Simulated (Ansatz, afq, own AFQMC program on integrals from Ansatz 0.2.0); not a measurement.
# CH2Ge+ (doublet): quantum Monte Carlo beside coupled cluster, cc-pVDZ

Aim: compute CH2Ge+ (doublet) with auxiliary-field quantum Monte Carlo on the same integrals as coupled cluster, and set the energies side by side.

Program: Ansatz 0.2.0, Gaussian basis, and an in-house AFQMC program (afq) on its integrals; all values are calculated. Level of theory: cc-pVDZ, frozen cores. These are calculated values, not measurements.

The runs, in order: PBE (unrestricted); r2SCAN (unrestricted); PBE0 (unrestricted); B3LYP (unrestricted); wB97M-V (unrestricted); B2PLYP (unrestricted); CCSD(T) on UHF; CCSDT(Q) on UHF; Phaseless AFQMC, CISD trial on UHF.

**1. The geometry**

The geometry is a PBE0/def2-TZVP stationary point (not a proven minimum) of the parent state, kept for this charge and spin. No spin-orbit coupling is included. The filled d shell of Ge may be among the frozen orbitals whatever the setting's name suggests; the logs give the count.

4 atoms, charge 1, spin multiplicity 2.

Atoms are counted from 1 here; the program's logs count them from 0.

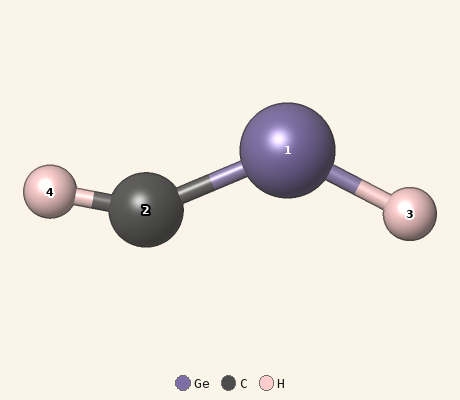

The structure; germanium purple, carbon dark grey, hydrogen pink; atoms are numbered from 1 in the order of the file.

**2. PBE (unrestricted)**

Input file in.yaml:

```yaml
crystal:
  periodic: [false, false, false]
  atoms:
    - {symbol: Ge, position_ang: [0.000000, -0.042396, 0.251137]}
    - {symbol: C, position_ang: [0.000000, 0.196479, -1.432580]}
    - {symbol: H, position_ang: [0.000000, 0.984283, 1.379496]}
    - {symbol: H, position_ang: [0.000000, -0.270164, -2.407607]}
basis:
  gaussian: {orbitals: cc-pVDZ}
total_charge: 1
magnetization: {spin_polarized: true, initial_magnetization: 1}
hamiltonian: {xc: {name: PBE}}
output: {orbitals: {seedname: orbitals}}
```

On the command line:

```sh
$ ansatz run in.yaml --threads 1 --pin off --events-out ev --progress --plain --max-ram 1843MiB
```

What it wrote:

```text
Functional definition: PBE
  name "PBE"
  cite "Perdew, Burke & Ernzerhof, Phys. Rev. Lett. 77, 3865 (1996) doi:10.1103/PhysRevLett.77.3865"
  parent pbe
  parameter kappa = 0.804
  parameter beta = 0.06672455060314922
  exchange = pbe_x(kappa = kappa, mu = beta*pi^2/3)
  correlation = pbe_c(beta = beta)
671 factors; their error is unknown
mean field evaluation 1: about -57545.9250 eV, gradient 5.2e1 eV
mean field evaluation 2: about -57462.7287 eV, gradient 9.1e1 eV
mean field evaluation 4: about -57562.5227 eV, gradient 1.4e1 eV
mean field evaluation 8: about -57564.1259 eV, gradient 8.6e-2 eV
mean field evaluation 16: about -57564.1160 eV, gradient 2.3e-4 eV
mean field evaluation 32: about -57563.9407 eV, gradient 4.2e0 eV
mean field -57564.11600349 eV, -2115.4422447692 hartree, gradient 1.5e-5 eV, S^2 0.769121; 7 other end points of the search recorded, 0 dependent functions left out
reference -57564.11603050 eV, -2115.4422457616 hartree; 20, 19 occupied and 31, 32 virtual orbitals, 671 factors
Total energy: -57564.11603050 eV, -2115.4422457616 hartree
```

Run time: 2.7 s. Hardware: 1 thread of Arm Neoverse V2, shared host; peak memory 0.32 GiB.

From the report: ⟨S²⟩ of the determinant 0.769 (pure doublet: 0.75).

**3. r2SCAN (unrestricted)**

in.yaml, as its differences from that of step 2:

```diff
@@ -11,3 +11,2 @@
 magnetization: {spin_polarized: true, initial_magnetization: 1}
-hamiltonian: {xc: {name: PBE}}
-output: {orbitals: {seedname: orbitals}}
+hamiltonian: {xc: {name: r2SCAN}}
```

The command is unchanged.

What it wrote, shortened:

```text
Functional definition: r2SCAN
  name "r2SCAN"
  cite "Furness, Kaplan, Ning, Perdew & Sun, J. Phys. Chem. Lett. 11, 8208 (2020) doi:10.1021/acs.jpclett.0c02405"
  cite "Furness, Kaplan, Ning, Perdew & Sun, J. Phys. Chem. Lett. 11, 9248 (2020) doi:10.1021/acs.jpclett.0c03077"
  parent r2scan
[...]
671 factors; their error is unknown
[...]
mean field -57573.11727129 eV, -2115.7730352593 hartree, gradient 2.3e-5 eV, S^2 0.856292; 6 other end points of the search recorded, 0 dependent functions left out
reference -57573.11728049 eV, -2115.7730355974 hartree; 20, 19 occupied and 31, 32 virtual orbitals, 671 factors
Total energy: -57573.11728049 eV, -2115.7730355974 hartree
```

Wall time 8.5 s (1 thread of Arm Neoverse V2, shared host); peak memory 0.32 GiB.

From the report: ⟨S²⟩ of the determinant 0.856 (pure doublet: 0.75).

**4. PBE0 (unrestricted)**

in.yaml, as its differences from that of step 3:

```diff
@@ -11,2 +11,3 @@
 magnetization: {spin_polarized: true, initial_magnetization: 1}
-hamiltonian: {xc: {name: r2SCAN}}
+hamiltonian: {xc: {name: PBE0}}
+output: {orbitals: {seedname: orbitals}}
```

Same command.

What it wrote, shortened:

```text
Functional definition: PBE0
  name "PBE0"
  cite "Adamo & Barone, J. Chem. Phys. 110, 6158 (1999) doi:10.1063/1.478522"
  cite "Perdew, Burke & Ernzerhof, Phys. Rev. Lett. 77, 3865 (1996) doi:10.1103/PhysRevLett.77.3865"
  parent pbe
[...]
548 factors; integrals over basis functions are off by at most 1.1e-3 eV
[...]
mean field -57565.56493239 eV, -2115.4954919240 hartree, gradient 4.8e-5 eV, S^2 0.900382; 3 other end points of the search recorded, 0 dependent functions left out
reference -57565.56495243 eV, -2115.4954926603 hartree; 20, 19 occupied and 31, 32 virtual orbitals, 548 factors
Total energy: -57565.56495243 eV, -2115.4954926603 hartree
```

Wall time 2.6 s (1 thread of Arm Neoverse V2, shared host); peak memory 0.32 GiB.

From the report: ⟨S²⟩ of the determinant 0.900 (pure doublet: 0.75).

**5. B3LYP (unrestricted)**

in.yaml, as its differences from that of step 4:

```diff
@@ -11,3 +11,2 @@
 magnetization: {spin_polarized: true, initial_magnetization: 1}
-hamiltonian: {xc: {name: PBE0}}
-output: {orbitals: {seedname: orbitals}}
+hamiltonian: {xc: {name: B3LYP}}
```

The command is unchanged.

What it wrote, shortened:

```text
Functional definition: B3LYP
  name "B3LYP"
  cite "Stephens, Devlin, Chabalowski & Frisch, J. Phys. Chem. 98, 11623 (1994) doi:10.1021/j100096a001"
  cite "Becke, Phys. Rev. A 38, 3098 (1988) doi:10.1103/PhysRevA.38.3098"
  cite "Lee, Yang & Parr, Phys. Rev. B 37, 785 (1988) doi:10.1103/PhysRevB.37.785"
  cite "Vosko, Wilk & Nusair, Can. J. Phys. 58, 1200 (1980) doi:10.1139/p80-159"
[...]
548 factors; integrals over basis functions are off by at most 1.1e-3 eV
[...]
mean field -57575.38534645 eV, -2115.8563854843 hartree, gradient 2.8e-5 eV, S^2 0.807409; 3 other end points of the search recorded, 0 dependent functions left out
reference -57575.38552703 eV, -2115.8563921202 hartree; 20, 19 occupied and 31, 32 virtual orbitals, 548 factors
Total energy: -57575.38552703 eV, -2115.8563921202 hartree
```

Wall time 2.4 s (1 thread of Arm Neoverse V2, shared host); peak memory 0.32 GiB.

From the report: ⟨S²⟩ of the determinant 0.807 (pure doublet: 0.75).

**6. wB97M-V (unrestricted)**

in.yaml, as its differences from that of step 5:

```diff
@@ -11,2 +11,3 @@
 magnetization: {spin_polarized: true, initial_magnetization: 1}
-hamiltonian: {xc: {name: B3LYP}}
+hamiltonian: {xc: {name: wB97M-V}}
+output: {orbitals: {seedname: orbitals}}
```

Same command.

What it wrote, shortened:

```text
Functional definition: wB97M-V
  name "wB97M-V"
  cite "Mardirossian & Head-Gordon, J. Chem. Phys. 144, 214110 (2016) doi:10.1063/1.4952647"
  cite "Becke, J. Chem. Phys. 107, 8554 (1997) doi:10.1063/1.475007"
  cite "Vydrov & Van Voorhis, J. Chem. Phys. 133, 244103 (2010) doi:10.1063/1.3521275"
  # Of w^i u^j: cxij and so on, Table III.
[...]
  gx(w, u) = 1 - cx + cx01*u + cx10*w
  gss(w, u) = css00 + css04*u^4 + css10*w + css20*w^2 + css43*w^4*u^3
  gos(w, u) = cos00 + cos10*w + (cos20 + cos21*u)*w^2 + (cos60 + cos61*u)*w^6
[...]
      + integral(e_c_pw_mod_opposite_spin*gos(b97_w_opposite, b97_u_opposite)) + vv10(b, c)
548 factors; integrals over basis functions are off by at most 1.1e-3 eV
161 factors; integrals over basis functions are off by at most 5.0e-6 eV
[...]
mean field -57570.29578312 eV, -2115.6693474817 hartree, gradient 3.5e-5 eV, S^2 0.920718; 3 other end points of the search recorded, 0 dependent functions left out
reference -57570.29581467 eV, -2115.6693486411 hartree; 20, 19 occupied and 31, 32 virtual orbitals, 548 factors
Total energy: -57570.29581467 eV, -2115.6693486411 hartree
```

It took 12 s on 1 thread of Arm Neoverse V2, shared host; peak memory 0.32 GiB.

From the report: ⟨S²⟩ of the determinant 0.921 (pure doublet: 0.75).

**7. B2PLYP (unrestricted)**

in.yaml, as its differences from that of step 6:

```diff
@@ -11,3 +11,3 @@
 magnetization: {spin_polarized: true, initial_magnetization: 1}
-hamiltonian: {xc: {name: wB97M-V}}
-output: {orbitals: {seedname: orbitals}}
+hamiltonian: {xc: {name: B2PLYP}}
+correlation: {electrons: outside_noble_gas}
```

Launched as before.

What it wrote, shortened:

```text
Functional definition: B2PLYP
  name "B2PLYP"
  cite "Grimme, J. Chem. Phys. 124, 034108 (2006) doi:10.1063/1.2148954"
  cite "Becke, Phys. Rev. A 38, 3098 (1988) doi:10.1103/PhysRevA.38.3098"
  cite "Lee, Yang & Parr, Phys. Rev. B 37, 785 (1988) doi:10.1103/PhysRevB.37.785"
[...]
548 factors; integrals over basis functions are off by at most 1.1e-3 eV
[...]
mean field -57559.96880806 eV, -2115.2898381479 hartree, gradient 1.7e-6 eV, S^2 1.147329; 6 other end points of the search recorded, 0 dependent functions left out
15 core orbitals not correlated: weight in the atoms' cores, before any rotation towards them, 0.998 or more for the frozen orbitals, at most 0.003 for the correlated occupied ones
reference -57559.96892175 eV, -2115.2898423259 hartree; 5, 4 occupied and 31, 32 virtual orbitals, 548 factors
second order -5.52066440 eV of doubles, -0.00000000 eV of singles
Total energy: -57561.45950113 eV, -2115.3446201081 hartree
```

It took 6.5 s on 1 thread of Arm Neoverse V2, shared host; peak memory 0.32 GiB.

From the report: ⟨S²⟩ of the determinant 1.147 (pure doublet: 0.75).

**8. CCSD(T) on UHF**

in.yaml, as its differences from that of step 7:

```diff
@@ -11,3 +11,2 @@
 magnetization: {spin_polarized: true, initial_magnetization: 1}
-hamiltonian: {xc: {name: B2PLYP}}
-correlation: {electrons: outside_noble_gas}
+correlation: {method: ccsd_t, electrons: outside_noble_gas, hamiltonian_folder: ham}
```

The command is unchanged.

What it wrote, shortened:

```text
Functional definition: HF
  name "HF"
  cite "Fock, Z. Phys. 61, 126 (1930) doi:10.1007/BF01340294"
  parent pbe
[...]
548 factors; integrals over basis functions are off by at most 1.1e-3 eV
[...]
mean field -57523.68041975 eV, -2113.9562644747 hartree, gradient 1.9e-6 eV, S^2 1.461717; 18 other end points of the search recorded, 0 dependent functions left out
determinant -57523.68041975 eV, -2113.9562644747 hartree, with singles and doubles -57528.72141374 eV, -2114.1415175869 hartree
determinant -57523.25784972 eV, -2113.9407353127 hartree, with singles and doubles -57528.64166404 eV, -2114.1385868398 hartree
determinant -57522.22096512 eV, -2113.9026305066 hartree, with singles and doubles -57527.91375262 eV, -2114.1118365885 hartree
determinant -57522.20180883 eV, -2113.9019265256 hartree, with singles and doubles -57527.90618411 eV, -2114.1115584507 hartree
[...]
determinant -57520.61530395 eV, -2113.8436235468 hartree, with singles and doubles -57525.69324118 eV, -2114.0302342979 hartree
determinant -57523.68041975 eV, -2113.9562644747 hartree, with singles and doubles -57528.76020463 eV, -2114.1429431261 hartree
determinant -57523.25784972 eV, -2113.9407353127 hartree, with singles and doubles -57528.70277013 eV, -2114.1408324471 hartree
determinant -57522.90969308 eV, -2113.9279407922 hartree, with singles and doubles -57528.77316765 eV, -2114.1434195083 hartree
15 core orbitals not correlated: weight in the atoms' cores, before any rotation towards them, 0.999 or more for the frozen orbitals, at most 0.002 for the correlated occupied ones
reference -57523.68041975 eV, -2113.9562644747 hartree; 5, 4 occupied and 31, 32 virtual orbitals, 548 factors
second order -3.86185853 eV of doubles, -0.00000000 eV of singles
cycle   1  -5.07978381 eV  change    1.1e-6 eV  update   4.1e-6
perturbative correction -0.22886305 eV, -0.0084105619 hartree
Total energy: -57528.98906660 eV, -2114.1513536483 hartree
```

It took 9.5 s on 1 thread of Arm Neoverse V2, shared host; peak memory 0.32 GiB.

From the report: ⟨S²⟩ of the determinant 1.462 (pure doublet: 0.75); correlation -5.3086 eV; T1 0.085; largest double amplitude 0.19. The determinant is far from a pure spin state, so its energy mixes those of several spin states (harmless only where they are near-degenerate, as at dissociation).

This run also writes the integrals to the folder ham.

**9. CCSDT(Q) on UHF**

in.yaml, as its differences from that of step 8:

```diff
@@ -11,2 +11,2 @@
 magnetization: {spin_polarized: true, initial_magnetization: 1}
-correlation: {method: ccsd_t, electrons: outside_noble_gas, hamiltonian_folder: ham}
+correlation: {method: ccsdt_q, electrons: outside_noble_gas}
```

Same command.

What it wrote, shortened:

```text
Functional definition: HF
  name "HF"
  cite "Fock, Z. Phys. 61, 126 (1930) doi:10.1007/BF01340294"
  parent pbe
[...]
975 factors; integrals over basis functions are off by at most 1.8e-7 eV
[...]
mean field -57523.68057944 eV, -2113.9562703431 hartree, gradient 6.7e-6 eV, S^2 1.461718; 18 other end points of the search recorded, 0 dependent functions left out
determinant -57523.68057944 eV, -2113.9562703431 hartree, with singles and doubles -57528.72157704 eV, -2114.1415235881 hartree
determinant -57523.25800913 eV, -2113.9407411709 hartree, with singles and doubles -57528.64182888 eV, -2114.1385928973 hartree
determinant -57522.22112452 eV, -2113.9026363642 hartree, with singles and doubles -57527.91391848 eV, -2114.1118426835 hartree
determinant -57522.20196666 eV, -2113.9019323260 hartree, with singles and doubles -57527.90635507 eV, -2114.1115647333 hartree
[...]
determinant -57523.68057944 eV, -2113.9562703431 hartree, with singles and doubles -57528.76036899 eV, -2114.1429491660 hartree
determinant -57523.25800913 eV, -2113.9407411709 hartree, with singles and doubles -57528.70293394 eV, -2114.1408384668 hartree
determinant -57522.90984912 eV, -2113.9279465264 hartree, with singles and doubles -57528.77332888 eV, -2114.1434254334 hartree
15 core orbitals not correlated: weight in the atoms' cores, before any rotation towards them, 0.999 or more for the frozen orbitals, at most 0.002 for the correlated occupied ones
reference -57523.68057944 eV, -2113.9562703431 hartree; 5, 4 occupied and 31, 32 virtual orbitals, 975 factors
second order -3.86187731 eV of doubles, -0.00000000 eV of singles
cycle   1  -4.45970073 eV  change   -6.0e-1 eV  update   8.6e-2
[...]
cycle  27  -5.40630912 eV  change   -3.9e-7 eV  update   2.0e-7
perturbative correction -0.02851144 eV, -0.0010477761 hartree
Total energy: -57529.11539999 eV, -2114.1559963147 hartree
```

Run time: 24 s. Hardware: 1 thread of Arm Neoverse V2, shared host; peak memory 0.32 GiB.

From the report: ⟨S²⟩ of the determinant 1.462 (pure doublet: 0.75); correlation -5.4348 eV; T1 0.108; largest double amplitude 0.27. The determinant is far from a pure spin state, so its energy mixes those of several spin states (harmless only where they are near-degenerate, as at dissociation).

**10. Phaseless AFQMC, CISD trial on UHF**

It reads the integrals that the CCSD(T) run on this determinant wrote.

On the command line:

```sh
$ afq ham --method phaseless --trial cisd --walkers 60 --populations 1 --least-time 40 --time-step 0.005 --steps-per-block 50 --equilibration-blocks 28 --max-blocks 300 --target-error 0.00036 --factor-cut 1e-05 --start spin_pure --seed 673 --release-times 0.24,0.51,0.99,1.62,2.4 --release-step 0.03 --release-every 4 --taylor-order 6
```

What it wrote:

```text
orbitals 36  electrons 5 4  factors 289 of 548
reference energy -2113.95626447 Eh
CCSD correlation -0.18667863 Eh in 18 cycles, weight of the determinant in the CISD state 0.7480
energy of the start -2114.111050 Eh
 block  time / (1/Eh)  mean weight  energy / Eh
     1     0.250  1.0008  -2114.126144
     2     0.500  0.9985  -2114.136258
     3     0.750  0.9985  -2114.143984
     4     1.000  1.0017  -2114.144382
     5     1.250  0.9987  -2114.149907
     6     1.500  0.9985  -2114.147786
     7     1.750  0.9987  -2114.145247
     8     2.000  0.9996  -2114.150114
     9     2.250  0.9996  -2114.144146
    10     2.500  0.9980  -2114.152800
    17     4.250  0.9996  -2114.150489
    25     6.250  0.9996  -2114.160154
    33     8.250  1.0014  -2114.145884
    41    10.250  0.9987  -2114.151294
    49    12.250  0.9992  -2114.150061
    57    14.250  0.9997  -2114.149186
    65    16.250  1.0003  -2114.151741
    73    18.250  0.9972  -2114.160881
    81    20.250  0.9993  -2114.154352
    89    22.250  1.0008  -2114.147587
    97    24.250  1.0005  -2114.148575
   105    26.250  0.9999  -2114.156422
   113    28.250  0.9995  -2114.152166
   121    30.250  1.0003  -2114.155926
   129    32.250  0.9993  -2114.149247
   137    34.250  1.0023  -2114.163358
   145    36.250  1.0006  -2114.148926
   153    38.250  0.9979  -2114.150409
   161    40.250  0.9997  -2114.159831
   169    42.250  0.9987  -2114.144025
   177    44.250  0.9986  -2114.153988
   185    46.250  1.0004  -2114.158752
   193    48.250  0.9989  -2114.162129
   201    50.250  0.9958  -2114.153620
   209    52.250  1.0012  -2114.153591
   217    54.250  1.0008  -2114.148329
   225    56.250  0.9995  -2114.147128
   233    58.250  0.9996  -2114.153581
   241    60.250  1.0006  -2114.155530
   249    62.250  1.0010  -2114.158752
   257    64.250  1.0016  -2114.146413
   265    66.250  1.0015  -2114.150477
   273    68.250  0.9995  -2114.158634
   281    70.250  1.0020  -2114.157558
   289    72.250  0.9993  -2114.158201
   297    74.250  0.9993  -2114.158434
   305    76.250  1.0020  -2114.169855
   313    78.250  0.9991  -2114.154809
   321    80.250  1.0014  -2114.168805
blocks merged  error / Eh  count
     1  0.000388  300
     2  0.000490  150
     4  0.000563  75
     8  0.000636  37
    16  0.000595  18
    32  0.000770  9
released: time / (1/Eh)  energy / Eh  error  mean overlap
  0.24  -2114.156043  0.000806  0.9949
  0.51  -2114.155831  0.001000  1.0000
  0.99  -2114.156191  0.000715  1.0011
  1.62  -2114.156509  0.001012  0.9966
  2.40  -2114.156337  0.000733  0.9800
energy -2114.155082 +/- 0.000636 Eh
```

It took 5.4 min on 1 thread of Arm Neoverse V2, shared host; peak memory 0.32 GiB.

Energy -57529.0905 ± 0.0173 eV. Caveats: constraint bias not in the error; error above the target.

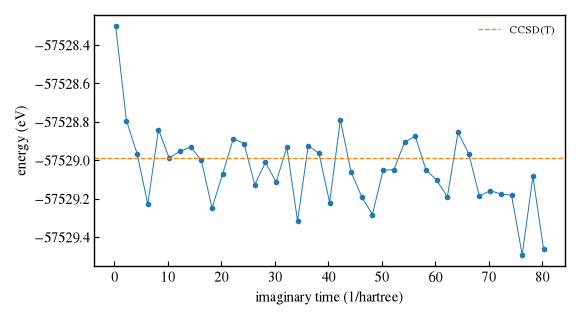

Block energies along the walk.

**11. AFQMC on the ladder**

On the UHF determinant, counted from CCSDT(Q) (a yardstick, not exact):

| level | energy (eV) | from CCSDT(Q) (kcal/mol) | statistical error (kcal/mol) | time |
| --- | --- | --- | --- | --- |
| HF | -57523.6804 | +125.33 |  |  |
| MP2 | -57527.5423 | +36.28 |  |  |
| CCSD | -57528.7602 | +8.19 |  |  |
| CCSD(T) | -57528.9891 | +2.91 |  |  |
| CCSDT(Q) | -57529.1154 | 0.00 |  |  |
| Phaseless AFQMC, CISD trial, step 0.005, 60 walkers | -57529.0905 | +0.57 | 0.40 | 5.4 min |

The functionals' totals stand on their own zeros and serve differences with other points: PBE -57564.116 eV; r2SCAN -57573.117 eV; PBE0 -57565.565 eV; B3LYP -57575.386 eV; wB97M-V -57570.296 eV; B2PLYP -57561.460 eV.

**12. Outcome**

| quantity | value |
| --- | --- |
| CCSD(T) on UHF from CCSDT(Q) | +2.91 kcal/mol |
| Phaseless AFQMC, CISD trial on UHF from CCSDT(Q) | +0.57 ± 0.40 kcal/mol |

In words: On UHF the phaseless walk with the CISD trial lies +0.57 kcal/mol from CCSDT(Q), within three error bars. Error bars are statistical and leave out the constraint, the time step and what remains of the start.
